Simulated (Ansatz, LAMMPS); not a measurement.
## Relaxing a frame of liquid K(F,Br) from 1000 K (94 atoms)

Wanted: the relaxed structure of a frame of liquid K(F,Br) from 1000 K (94 atoms) and its electronic structure.

Main program and level: Ansatz 0.2.0; Kohn-Sham DFT, PBE, PAW (set soft_2), plane waves.

### 1. Starting point

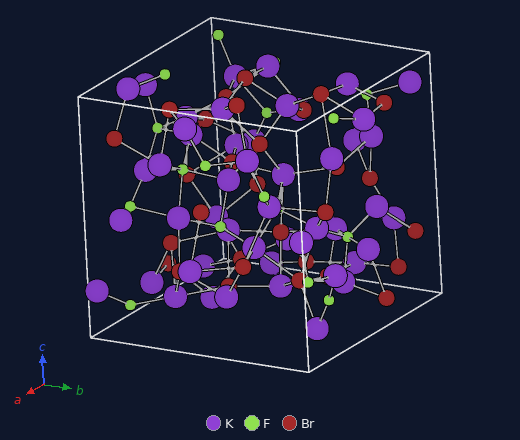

The starting structure, seen slightly off an axis (potassium purple, fluorine green, bromine red). Bonds to atoms that aren't drawn are left out. Some periodic images of atoms are drawn too.

The cell holds 94 atoms: 47 K, 18 F and 29 Br. Cell: a = 15.332 Å, b = 15.332 Å, c = 15.332 Å, α = 90.0°, β = 90.0°, γ = 90.0°. 94 atoms (47 K, 18 F, 29 Br) placed at random at 2.07 g/cm³, melted at 1800 K for 10 ps at fixed volume with the Lennard-Jones and Coulomb ion parameters for SPC/E (Joung and Cheatham, J. Phys. Chem. B 112, 9020 (2008)), full charges. Snapshot at the end of a hold of 20 ps at 1000 K and fixed volume.

What the set-up can't give: The starting topology of bonds comes from the classical model. The ion parameters were fitted for water, not for melts, so the starting structure of this cell may lie well off the real melt's. The Brillouin zone is sampled at Γ only, in a cell whose shortest periodic width is 15 Å.

### 2. Single point at the start

The forces at the start show how far the geometry lies from a minimum of this functional.

File input.yaml:

```yaml
crystal:
  lattice:
    - [15.3316, 0.0, 0.0]
    - [0.0, 15.3316, 0.0]
    - [0.0, 0.0, 15.3316]
  atoms:
    - { symbol: K, position: [0.60918, 0.04895, 0.10827] }
    - { symbol: K, position: [0.53189, 0.77408, 0.41174] }
    - { symbol: K, position: [0.50351, 0.9993, 0.88734] }
    - { symbol: K, position: [0.4871, 0.97935, 0.33896] }
    [... 84 atom lines left out ...]
    - { symbol: Br, position: [0.88693, 0.08618, 0.80192] }
    - { symbol: Br, position: [0.43015, 0.54258, 0.32964] }
    - { symbol: Br, position: [0.8822, 0.46507, 0.54896] }
    - { symbol: Br, position: [0.56983, 0.55558, 0.74216] }
    - { symbol: Br, position: [0.61939, 0.15288, 0.2906] }
    - { symbol: Br, position: [0.289, 0.66023, 0.1168] }
kpoints:
  mp_grid: { grid: [1, 1, 1] }
hamiltonian:
  xc: pbe
scf:
  occupations: { method: fixed }
output:
  forces: true
  stress: true
  populations: true
  dos:
    method: { smearing: { sigma: 0.15 } }
    de: 0.1
    projected: { site_lists: { Br: [Br], F: [F], K: [K] } }
  eigenvalues: true
```

On the command line:

```bash
> ansatz run input.yaml --threads 4 --pin off --max-ram 8192MiB --backend cpu --events-out ev --progress --plain --runs-dir out
```

Wall time 66 s (4 threads of Intel Xeon Platinum 8375C at 2.90GHz (Ice Lake), shared host); peak memory 4.6 GiB; 3.9 min of CPU time.

Numbers from this run:

```yaml
free_energy: -167670.6614 eV
free_energy_per_atom: -1783.7304 eV/atom
scf_cycles: 9
pressure: -0.5182 GPa
r_m_s_force_component: 0.2841 eV/Å
longest_force: 1.139 eV/Å
fermi_energy: 0.534 eV
spacing_of_highest_filled_and_lowest_empty_level: 3.068 eV
spilling_of_the_projection: 0.004266
```

The r.m.s. force component of 0.28 eV/Å and the pressure of -0.52 GPa set the starting point.

Length of the force by element:

```csv
element,coordination,atoms,mean length of the force (eV/Å),spread,least,most
Br,all,29,0.433,0.199,0.150,0.879
F,all,18,0.380,0.141,0.190,0.747
K,all,47,0.469,0.247,0.0589,1.14
```

### 3. Relaxation

The atoms are relaxed in the fixed cell, aiming at the force tolerance of the input.

input.yaml, the sections that differ from step 2:

```yaml
output:
  forces: true
relax:
  f_tol: 0.05
  max_steps: 102
# crystal, kpoints, hamiltonian, scf: as in step 2
```

The job ended after 14 min (4 threads; peak memory 4.2 GiB).

Relaxation path (22 of 24):

```csv
step,energy less that of the first step (eV),largest force component (eV/Å)
1,0.0000,0.9749
2,-3.2564,0.5543
3,-5.2512,0.2702
4,-6.1891,0.2364
5,-6.7631,0.1561
6,-7.2305,0.1508
8,-7.7660,0.1338
9,-7.9161,0.1177
10,-8.0259,0.0888
11,-8.1243,0.0594
12,-8.2148,0.0656
13,-8.2959,0.0810
14,-8.3756,0.0726
15,-8.4375,0.1096
16,-8.5409,0.0440
17,-8.5409,0.0439
19,-8.6257,0.1909
20,-8.6685,0.1007
21,-8.7001,0.0480
22,-8.7001,0.0480
23,-8.7189,0.0442
24,-8.7313,0.0384
```

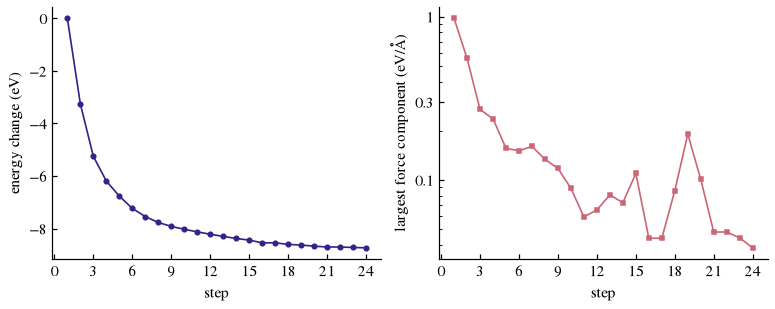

Energy and largest force along the relaxation.

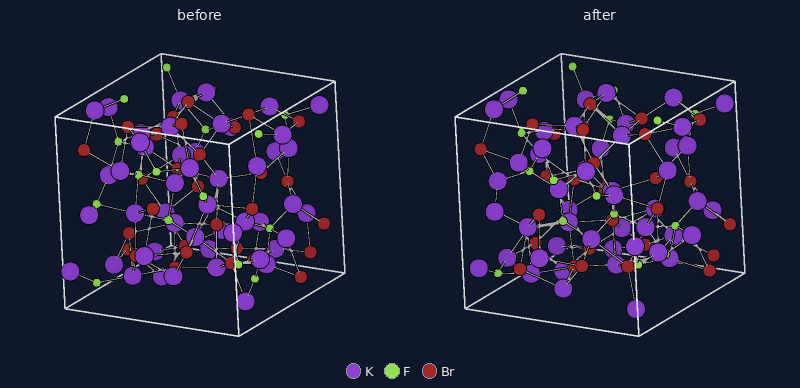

The structure before and after the relaxation, drawn at the same scale. Bonds to atoms that aren't drawn are left out.

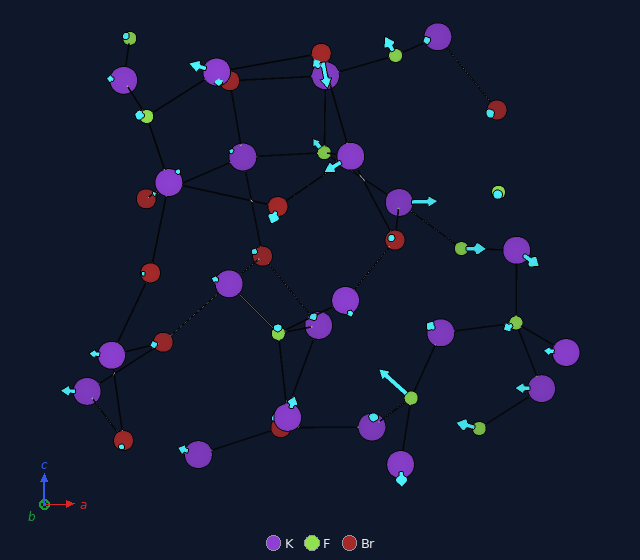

Displacements in the relaxation, scaled; the longest in the cell stands for 2.14 Å. Drawn is a slice 6 Å thick, seen along the normal of the ac plane. Bonds to atoms that aren't drawn are left out.

The atoms that moved most (Å):

```csv
atom,dx,dy,dz,length
F48,-1.585,0.040,1.434,2.138
Br79,0.946,-0.898,-0.876,1.571
Br87,0.261,-0.242,-1.517,1.558
K19,1.538,-0.044,0.048,1.540
K27,0.626,0.285,1.318,1.486
K23,1.068,-0.790,-0.255,1.353
K42,1.206,0.121,-0.547,1.330
K8,0.905,0.690,-0.681,1.326
```

The relaxation changed the energy by -92.9 meV/atom, and atoms moved by 0.83 Å r.m.s., 2.1 Å at most.

### 4. Structure statistics after relaxation

Bonds before and after, by the cutoffs listed below:

```csv
pair,bonds before,bonds after,mean before (Å),mean after (Å),spread before (Å),spread after (Å)
K-Br,158,166,3.461,3.448,0.337,0.226
K-F,72,73,2.760,2.601,0.199,0.087
```

Density 2.07 g/cm³, 38.34 Å³ an atom.

Pair distribution functions g(r), in bins of 0.2 Å:

```csv
r (Å),total,K-K,K-Br,K-F,Br-Br,Br-F,F-F
2.40,0.38,0.00,0.00,1.96,0.00,0.00,0.00
2.60,2.84,0.00,0.00,14.85,0.00,0.00,0.00
2.80,0.26,0.00,0.00,1.35,0.00,0.00,0.00
3.00,0.11,0.00,0.22,0.19,0.00,0.00,0.00
3.20,1.08,0.00,3.51,0.00,0.00,0.00,0.00
3.40,2.59,0.23,7.82,0.00,0.00,0.00,3.15
3.60,0.90,0.90,1.71,0.27,0.00,0.42,1.39
3.80,0.84,1.01,0.81,0.12,0.00,2.29,1.21
4.00,1.14,2.53,0.60,0.00,0.21,1.85,2.20
4.20,1.04,2.04,0.18,0.38,0.97,2.50,0.51
4.40,0.97,1.60,0.22,0.17,1.73,1.83,2.31
4.60,0.88,1.35,0.20,0.32,1.94,1.44,1.67
4.80,0.94,1.35,0.23,0.29,3.11,1.32,0.78
5.00,0.95,1.09,0.30,0.67,2.06,1.64,1.77
5.20,0.89,0.97,0.43,1.07,1.12,1.42,0.96
5.40,0.91,0.85,0.79,1.33,1.40,0.57,0.00
5.60,0.93,0.87,0.92,1.19,0.98,0.88,0.00
5.80,0.95,0.54,1.03,1.41,1.11,0.99,0.00
6.00,1.05,0.79,1.23,1.36,0.28,1.23,0.98
6.20,1.11,1.01,1.56,1.00,1.16,0.64,0.00
6.40,1.12,1.05,1.31,1.62,0.83,0.40,0.64
6.60,0.98,0.86,1.02,1.28,1.25,0.50,0.61
6.80,1.11,1.15,1.23,1.32,0.88,0.59,0.95
7.00,0.87,0.48,1.21,1.17,0.70,0.39,1.08
7.20,1.04,0.95,1.44,0.79,0.66,0.64,1.71
7.40,0.95,0.78,1.08,0.90,0.69,1.05,1.77
7.60,0.98,1.15,1.04,0.76,0.82,0.76,1.68
```

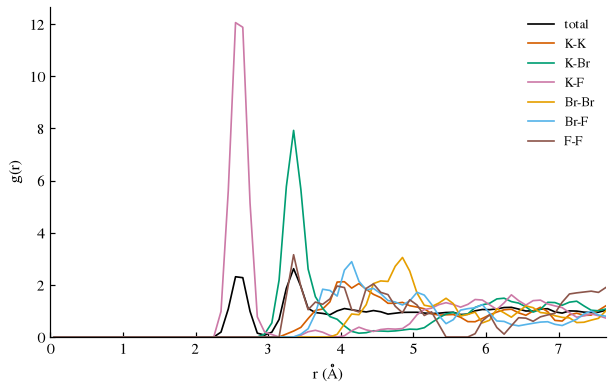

Pair distribution functions, lightly smoothed.

Bonds by pair of elements; cutoffs follow the first minimum of g(r), held within bounds set by covalent radii, and pairs that aren't listed don't count as bonded:

```csv
pair A-B,cutoff (Å),bonds,mean length (Å),spread (Å),shortest (Å),B about A,A about B
K-Br,4.28,166,3.45,0.226,3.08,3.53,5.72
K-F,3.27,73,2.60,0.087,2.45,1.55,4.06
```

How many atoms have how many bonded neighbours:

```csv
element,mean,3,4,5,6,7
Br,5.72,0,1,11,12,5
F,4.06,1,15,2,0,0
K,5.08,1,9,22,15,0
```

Bond angles (no mean is given where the spread exceeds 20°):

```csv
angle,count,mean (°),spread (°)
K-Br-K,401,-,-
Br-K-Br,243,-,-
Br-K-F,219,-,-
K-F-K,113,-,-
F-K-F,40,-,-
```

Bond length by coordination (bonds to H left out):

```csv
element,coordination,atoms,mean bond length (Å)
Br,4,1,3.25
Br,5,11,3.34
Br,6,12,3.49
Br,7,5,3.56
F,3,1,2.47
F,4,15,2.60
F,5,2,2.66
K,3,1,2.83
K,4,9,2.97
K,5,22,3.22
K,6,15,3.26
```

For some of the pairs, g(r) has its first main peak near 4.0 Å (K-K), 3.3 Å (K-Br), 2.6 Å (K-F), 4.9 Å (Br-Br) and 3.4 Å (F-F). Counting bonds as in the table, 41 % of Br atoms have 6, 83 % of F atoms have 4 and 47 % of K atoms have 5 bonded neighbours.

### 5. Single point at the relaxed geometry

One more single point at the end of the walk gives the fuller output and checks the residual forces.

File input.yaml:

```yaml
crystal:
  lattice:
    - [15.3316, 0.0, 0.0]
    - [0.0, 15.3316, 0.0]
    - [0.0, 0.0, 15.3316]
  atoms:
    - { symbol: K, position: [0.6114, 0.01303, 0.13929] }
    - { symbol: K, position: [0.54138, 0.78084, 0.38601] }
    - { symbol: K, position: [0.47965, 0.98548, 0.91813] }
    - { symbol: K, position: [0.4773, 0.00789, 0.35641] }
    [... 84 atom lines left out ...]
    - { symbol: Br, position: [0.86144, 0.05104, 0.79347] }
    - { symbol: Br, position: [0.40842, 0.50623, 0.3406] }
    - { symbol: Br, position: [0.91837, 0.40636, 0.5221] }
    - { symbol: Br, position: [0.61699, 0.54753, 0.71058] }
    - { symbol: Br, position: [0.63479, 0.15541, 0.31761] }
    - { symbol: Br, position: [0.28833, 0.67592, 0.1355] }
kpoints:
  mp_grid: { grid: [1, 1, 1] }
hamiltonian:
  xc: pbe
scf:
  occupations: { method: fixed }
output:
  forces: true
  stress: true
  populations: true
  dos:
    method: { smearing: { sigma: 0.15 } }
    de: 0.1
    projected: { site_lists: { Br: [Br], F: [F], K: [K] } }
  eigenvalues: true
  write_density: true
  write_potential: true
  volumetric_format: npy
```

Wall time 82 s (4 threads); peak memory 4.5 GiB; 4.8 min of CPU time.

The program notes that the exchange-correlation potential is rough where the density is thin.

Read from the output:

| Property | Result |
| --- | --- |
| free energy | -167679.3927 eV |
| free energy per atom | -1783.8233 eV/atom |
| SCF cycles | 8 |
| pressure | -0.3439 GPa |
| r.m.s. force component | 0.0079 eV/Å |
| longest force | 0.04488 eV/Å |
| Fermi energy | 0.02052 eV |
| gap (highest filled to lowest empty level) | 3.753 eV |
| spilling of the projection | 0.004106 |

Löwdin charges by element and coordination (they lack the spilled electrons, 0.033 e an atom on average):

```csv
element,coordination,atoms,mean charge (e),spread,least,most
Br,all,29,-0.677,0.0082,-0.695,-0.66
Br,4,1,-0.695,0,-0.695,-0.695
Br,5,11,-0.681,0.0044,-0.687,-0.675
Br,6,12,-0.675,0.0065,-0.687,-0.664
Br,7,5,-0.668,0.0075,-0.681,-0.66
F,all,18,-0.800,0.003,-0.810,-0.795
F,3,1,-0.810,0,-0.810,-0.810
F,4,15,-0.800,0.0018,-0.803,-0.797
F,5,2,-0.797,0.0015,-0.798,-0.795
K,all,47,0.790,0.0308,0.729,0.854
K,3,1,0.850,0,0.850,0.850
K,4,9,0.817,0.0312,0.751,0.854
K,5,22,0.782,0.0243,0.729,0.819
K,6,15,0.780,0.0259,0.730,0.821
```

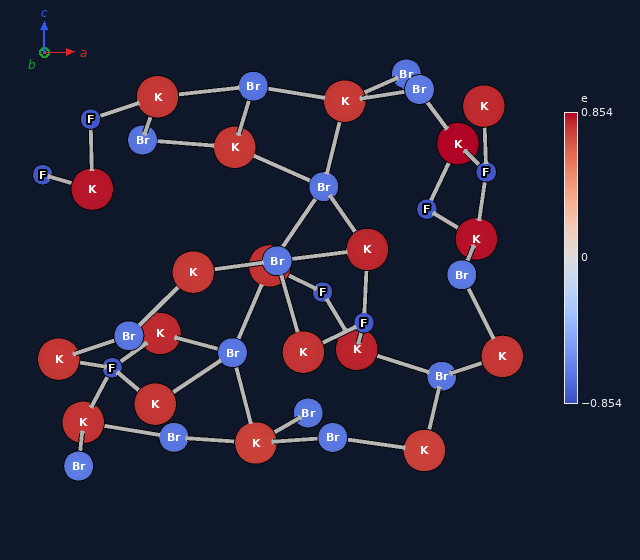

Atoms coloured by Löwdin charge. Drawn is a slice 6 Å thick, seen along the normal of the ac plane.

Density of states as counts of states in windows of 1 eV (from the Fermi level), total and the larger projections:

```csv
from (eV),to (eV),total,Br p,F p,Br s,K p
-14,-13,0.0,0.0,0.0,0.0,0.0
-13,-12,64.9,0.1,0.0,43.8,18.1
-12,-11,261.2,0.5,0.7,11.1,248.1
-11,-10,13.9,0.0,0.1,0.1,13.6
-10,-2,0.0,0.0,0.0,0.0,0.0
-2,-1,94.7,9.7,80.7,0.0,0.6
-1,0,181.5,151.6,23.6,0.1,0.8
0,1,5.8,5.6,0.1,0.0,0.0
1,3,0.0,0.0,0.0,0.0,0.0
3,4,2.0,0.0,0.0,0.2,0.0
4,5,11.1,0.6,0.1,0.7,0.1
```

With fixed occupations the program's Fermi level is the highest filled level; weight inside the gap is the broadening of levels at its edges.

Between -26 and -14 eV lie 36 more states.

The stored curve holds about 658 of the 752 electrons; the rest, give or take the few that broadening carries across the Fermi level, lie in deeper levels below its range.

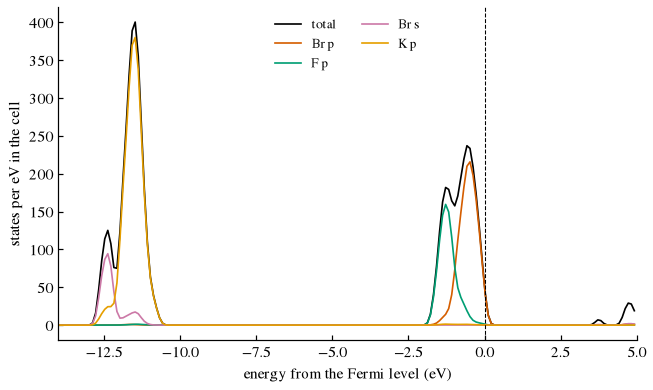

Total and projected density of states, with the broadening of the input.

The levels nearest the highest filled one (over half full), pooled over k-points and spins:

```csv
level less the highest filled one (eV),occupation
-0.127,2
-0.0921,2
-0.0773,2
-0.0509,2
-0.0302,2
0,2
3.75,0
4.61,0
4.66,0
4.73,0
4.79,0
4.85,0
```

Mean Löwdin charges: Br -0.68, F -0.80, K +0.79 e (they miss 0.41 % of the electrons, so they add up to more than the cell's charge).

### 6. Summary of results

```yaml
energy_change_in_the_relaxation: -92.89 meV/atom
r_m_s_displacement: 0.831 Å
largest_displacement: 2.138 Å
free_energy_per_atom: -1783.8233 eV/atom
pressure: -0.3439 GPa
r_m_s_force_component: 0.0079 eV/Å
spacing_of_highest_filled_and_lowest_empty_level: 3.753 eV
wall_time_of_the_3_dft_runs: 16 min
```

**Reading.** Relaxation lowers the energy by 92.9 meV/atom and moves atoms by 0.83 Å r.m.s.; the r.m.s. force component goes from 0.28 to 0.0079 eV/Å, the pressure goes from -0.52 to -0.34 GPa, and the gap from 3.07 to 3.75 eV. By the final cutoffs 17 of 230 bonded pairs parted and 26 joined. From the first step to the last the energy fell by 8.731 eV, and the largest move was 2.14 Å (F48). The K-F bonds change most in mean length: from 2.760 Å (spread 0.199) to 2.601 Å (spread 0.087), and their number from 72 to 73. Counting bonds as in the table, 41 % of Br atoms have 6, 83 % of F atoms have 4 and 47 % of K atoms have 5 bonded neighbours. Filled and empty levels are parted by 3.75 eV (at Γ alone); a semilocal functional tends to put such gaps too low. In a disordered cell it changes from sample to sample and from frame to frame.

Caveats: The starting topology of bonds comes from the classical model; in DFT 17 of its 230 bonded pairs passed out of the cutoffs and 26 came within them.

[Logs are printed without paths, hosts, clocks, repeated set-up lines and the standing remarks that a program may print on its own settings, such as how far it seeks lower states.]

[Hosts, paths, dates, database ids (printed as entryN), source tags and the programs' standing remarks are cut or masked in the printed files.]
